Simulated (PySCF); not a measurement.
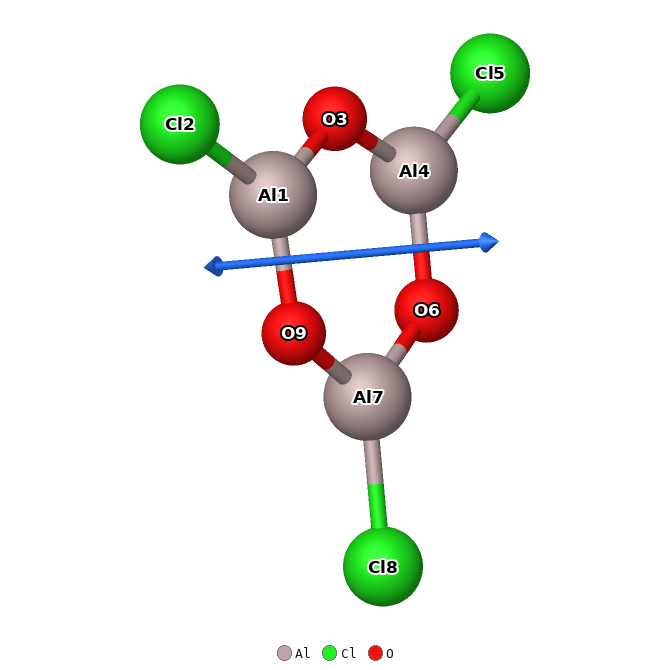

The double arrow shows the direction of the transition dipole to excited singlet state 6 (its length means nothing). Computed geometry: PBE0-D3(BJ)/def2-SVP optimisation. No frequency run is at hand to confirm it as a minimum. Method: TDDFT CAM-B3LYP/def2-SVPD, vertical, gas phase, core orbitals frozen in the response (PySCF 2.14.0).

**How is the transition polarised?**

Normal to the molecular plane.

**Where does the transition lie, and how strong is it?**

6.99 eV (177 nm), oscillator strength 0.019, mainly HOMO−3 → LUMO (weight 0.71); transition dipole 0.86 D.
